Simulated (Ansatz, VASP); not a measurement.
## Cross-check of AlN between VASP and Ansatz

One calculation is typed for both programs; each brings its own data sets and cutoff. How far apart do they land? The cell comes out of the VASP series on this material, whose earlier steps may have relaxed, scaled or displaced it; both programs get it as it stands.

Main program and level: Ansatz 0.2.0; plane waves, with VASP 6.6.1 beside it; band structure at HSE06.

## Step 1: The structure

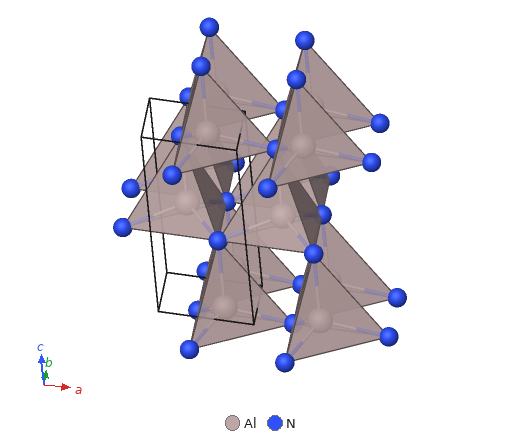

Start, viewed slightly off an axis; aluminium light grey, nitrogen blue. 2×2×1 cells are drawn. Some periodic images of atoms are drawn too.

Structure file:

```cif
data_structure
_symmetry_space_group_name_H-M 'P6_3mc'
_symmetry_Int_Tables_number 186
_cell_length_a 3.1057
_cell_length_b 3.1057
_cell_length_c 4.9739
_cell_angle_alpha 90.000
_cell_angle_beta 90.000
_cell_angle_gamma 120.000
_cell_volume 41.55
loop_
_atom_site_label
_atom_site_type_symbol
_atom_site_symmetry_multiplicity
_atom_site_Wyckoff_symbol
_atom_site_fract_x
_atom_site_fract_y
_atom_site_fract_z
_atom_site_occupancy
Al1 Al 2 b 0.66667 0.33333 0.00007 1
N1 N 2 b 0.66667 0.33333 0.38193 1
```

## Step 2: VASP: band structure, HSE06

Levels along a path test the potential and the projectors away from the mesh points.

Lines of VASP's logs that name or quote its potential files are left out, and so is its time.

File INCAR:

```
SYSTEM = AlN
PREC = Accurate
ENCUT = 520
EDIFF = 1E-06
NELM = 100
ISMEAR = 0
SIGMA = 0.05
LREAL = .FALSE.
ALGO = Normal
LHFCALC = .TRUE.
AEXX = 0.25
GGA = PE
HFSCREEN = 0.2
LASPH = .TRUE.
NBANDS = 14
PRECFOCK = Fast
LORBIT = 11
LWAVE = .FALSE.
LCHARG = .FALSE.
KPAR = 4
```

File POSCAR:

```
AlN
1.0
    3.1057024824      0.0000000000      0.0000000000
   -1.5528512412      2.6896172464      0.0000000000
    0.0000000000      0.0000000000      4.9738875170
Al N
2 2
Direct
    0.6666666667      0.3333333333      0.0000683508
    0.3333333333      0.6666666667      0.5000683508
    0.6666666667      0.3333333333      0.3819316492
    0.3333333333      0.6666666667      0.8819316492
```

File KPOINTS:

```
Automatic mesh
0
Gamma
5 5 3
0 0 0
```

File KPOINTS_OPT:

```
Line mode
6
Line-mode
Reciprocal
  0.00000000   0.00000000   0.00000000 GAMMA
  0.50000000   0.00000000   0.00000000 M

  0.50000000   0.00000000   0.00000000 M
  0.33333333   0.33333333   0.00000000 K

  0.33333333   0.33333333   0.00000000 K
  0.00000000   0.00000000   0.00000000 GAMMA

  0.00000000   0.00000000   0.00000000 GAMMA
  0.00000000   0.00000000   0.50000000 A

  0.00000000   0.00000000   0.50000000 A
  0.50000000   0.00000000   0.50000000 L

  0.50000000   0.00000000   0.50000000 L
  0.33333333   0.33333333   0.50000000 H

  0.33333333   0.33333333   0.50000000 H
  0.00000000   0.00000000   0.50000000 A

  0.50000000   0.00000000   0.50000000 L
  0.50000000   0.00000000   0.00000000 M

  0.33333333   0.33333333   0.00000000 K
  0.33333333   0.33333333   0.50000000 H
```

PAW data sets: Al and N (PBE family, release 64).

The run is started by

```sh
mpirun -np 4 vasp_std
```

Numbers of over 12 decimals in the logs are rounded to 6 here.

Log:

```text
[banner, memory and clock lines left out]
running    4 mpi-ranks, on    1 nodes
 distrk:  each k-point on    1 cores,    4 groups
 distr:  one band on    1 cores,    1 groups

 POSCAR found type information on POSCAR AlN
 POSCAR found :  2 types and       4 ions
 LDA part: xc-table for (Slater+PW92), standard interpolation
 found WAVECAR, reading the header
 POSCAR, INCAR and KPOINTS ok, starting setup
 FFT: planning ... GRIDC
 FFT: planning ... GRID_SOFT
 FFT: planning ... GRID
 reading WAVECAR
 the WAVECAR file was read successfully
 initial charge from wavefunction
 entering main loop
       N       E                     dE             d eps       ncg     rms          rms(c)
DAV:   1    -0.349596203202E+02   -0.34960E+02   -0.48161E-01   348   0.615E+00    0.962E+00
DAV:   2    -0.349562711172E+02    0.33492E-02   -0.10306E-02   334   0.932E-01    0.613E+00
DAV:   3    -0.349557357505E+02    0.53537E-03   -0.45671E-03   358   0.496E-01    0.375E+00
DAV:   4    -0.349558507635E+02   -0.11501E-03   -0.25134E-04   364   0.123E-01    0.219E+00
DAV:   5    -0.349557988345E+02    0.51929E-04   -0.48061E-05   392   0.552E-02    0.126E+00
DAV:   6    -0.349557934727E+02    0.53618E-05   -0.19056E-05   364   0.338E-02    0.736E-01
DAV:   7    -0.349557922806E+02    0.11921E-05   -0.85860E-07   278   0.852E-03    0.439E-01
DAV:   8    -0.349557918384E+02    0.44215E-06   -0.65116E-07   254   0.679E-03
   1 F= -.34955792E+02 E0= -.34955792E+02  d E =-.262720E-14
 Start KPOINTS_OPT (optional k-point list driver)
k-point batch [1-10\54]
       N       E                     dE             ncg
DAV:   1     0.741074668803E+03   -0.37679E+04      280
DAV:   2    -0.255335551155E+01   -0.74363E+03      354
DAV:   3    -0.693379704446E+02   -0.66785E+02      352
DAV:   4    -0.704171143940E+02   -0.10791E+01      364
DAV:   5    -0.704286537392E+02   -0.11539E-01      396
DAV:   6    -0.704288724716E+02   -0.21873E-03      362
DAV:   7    -0.704288779321E+02   -0.54605E-05      316
DAV:   8    -0.704288781075E+02   -0.17538E-06      266
[...]
k-point batch [51-54\54]
       N       E                     dE             ncg
DAV:   1     0.430170664918E+04   -0.26844E+04      112
DAV:   2     0.401690529586E+04   -0.28480E+03      136
DAV:   3     0.399377554884E+04   -0.23130E+02      154
DAV:   4     0.399335153700E+04   -0.42401E+00      148
DAV:   5     0.399334626098E+04   -0.52760E-02      148
DAV:   6     0.399334616929E+04   -0.91693E-04      152
DAV:   7     0.399334616790E+04   -0.13917E-05      120
DAV:   8     0.399334616786E+04   -0.39795E-07      104
```

OUTCAR, selected parts (step 2):

```text
ion  position               nearest neighbor table
   1  0.667  0.333  0.000-   4 1.89   4 1.89   4 1.89   3 1.90   2 3.07   2 3.07   2 3.07   2 3.07
                             2 3.07   2 3.07
   2  0.333  0.667  0.500-   3 1.89   3 1.89   3 1.89   4 1.90   1 3.07   1 3.07   1 3.07   1 3.07
                             1 3.07   1 3.07
   3  0.667  0.333  0.382-   2 1.89   2 1.89   2 1.89   1 1.90
   4  0.333  0.667  0.882-   1 1.89   1 1.89   1 1.89   2 1.90

  LATTYP: Found a hexagonal cell.
 ALAT       =     3.1057024824
 C/A-ratio  =     1.6015338060

 Subroutine GETGRP returns: Found 12 space group operations
 (whereof  6 operations were pure point group operations)

The static configuration has the point symmetry C_3v.
 The point group associated with its full space group is C_6v.

 Found     10 irreducible k-points:

   k-points           NKPTS =     10   k-points in BZ     NKDIM =     75   number of bands    NBANDS=     14

   dimension x,y,z NGX =    24 NGY =   24 NGZ =   40
   dimension x,y,z NGXF=    48 NGYF=   48 NGZF=   80

   ENCUT  =  520.0 eV  38.22 Ry    6.18 a.u.   5.77  5.77  9.25*2*pi/ulx,y,z

   NELECT =      16.0000    total number of electrons

 k-points in reciprocal lattice and weights: Automatic mesh
   0.00000000  0.00000000  0.00000000       0.013
   0.20000000  0.00000000  0.00000000       0.080
   0.40000000 -0.00000000  0.00000000       0.080
   0.20000000  0.20000000  0.00000000       0.080
   0.40000000  0.20000000  0.00000000       0.080
   0.00000000  0.00000000  0.33333333       0.027
   0.20000000  0.00000000  0.33333333       0.160
   0.40000000 -0.00000000  0.33333333       0.160
   0.20000000  0.20000000  0.33333333       0.160
   0.40000000  0.20000000  0.33333333       0.160

  exchange ACFDT corr.  =         0.00000000  see jH, gK, PRB 81, 115126

 average (electrostatic) potential at core
       1 -67.6309       2 -67.6309       3 -54.8168       4 -54.8168

 E-fermi :   5.5408

 k-point     1 :       0.0000    0.0000    0.0000
  band No.  band energies     occupation
    ...
      4       4.3204      2.00000
      5       4.3204      2.00000
      6       5.0460      2.00000
      7       5.0460      2.00000
      8       5.2874      2.00000
      9      10.9137      0.00000
     10      13.4796      0.00000
     11      17.8192      0.00000
     12      18.1097      0.00000
     13      18.1097      0.00000
    ...

 k-point     2 :       0.2000    0.0000    0.0000
  band No.  band energies     occupation
    ...
      4       2.2955      2.00000
      5       3.2592      2.00000
      6       3.7528      2.00000
      7       4.9057      2.00000
      8       4.9994      2.00000
      9      12.5870      0.00000
     10      14.6800      0.00000
     11      15.6100      0.00000
     12      16.7319      0.00000
     13      18.9770      0.00000
    ...

 k-point     3 :       0.4000   -0.0000    0.0000
  band No.  band energies     occupation
    ...
      4       1.0149      2.00000
      5       1.1407      2.00000
      6       3.0715      2.00000
      7       3.8672      2.00000
      8       4.5706      2.00000
      9      12.6959      0.00000
     10      12.8404      0.00000
     11      15.0080      0.00000
     12      17.3774      0.00000
     13      18.0193      0.00000
    ...

  energy-cutoff  :      520.00
  volume of cell :       41.55
      direct lattice vectors                 reciprocal lattice vectors
     3.105702482  0.000000000  0.000000000     0.321988344  0.185900057  0.000000000
    -1.552851241  2.689617246  0.000000000     0.000000000  0.371800114  0.000000000
     0.000000000  0.000000000  4.973887517     0.000000000  0.000000000  0.201049983

 POSITION                                       TOTAL-FORCE (eV/Angst)
 -----------------------------------------------------------------------------------
      1.55285      0.89654      0.00034        -0.000000      0.000000      0.000358
     -0.00000      1.79308      2.48728         0.000000     -0.000000      0.000358
      1.55285      0.89654      1.89969         0.000000      0.000000     -0.000358
     -0.00000      1.79308      4.38663        -0.000000     -0.000000     -0.000358
 -----------------------------------------------------------------------------------
    total drift:                                0.000000      0.000000     -0.000497

  FREE ENERGIE OF THE ION-ELECTRON SYSTEM (eV)
  ---------------------------------------------------
  free  energy   TOTEN  =       -34.9557918384 eV

  energy  without entropy=      -34.9557918384  energy(sigma->0) =      -34.95579184

 total charge
# of ion       s       p       d       tot
------------------------------------------
    1        0.421   0.459   0.000   0.880
    2        0.421   0.459   0.000   0.880
    3        1.222   2.657   0.000   3.880
    4        1.222   2.657   0.000   3.880
--------------------------------------------------
tot          3.287   6.232   0.000   9.519

[... 3 further parts left out ...]
```

(Part 1 of 2 ends here.)

[Lines on the potential files, build, host, timing and source positions are cut from VASP's logs without a mark.]

[Logs are printed without paths, hosts, clocks, repeated set-up lines and the standing remarks that a program may print on its own settings, such as how far it seeks lower states.]

[Hosts, paths, dates, database ids (printed as entryN), source tags and the programs' standing remarks are cut or masked in the printed files.]
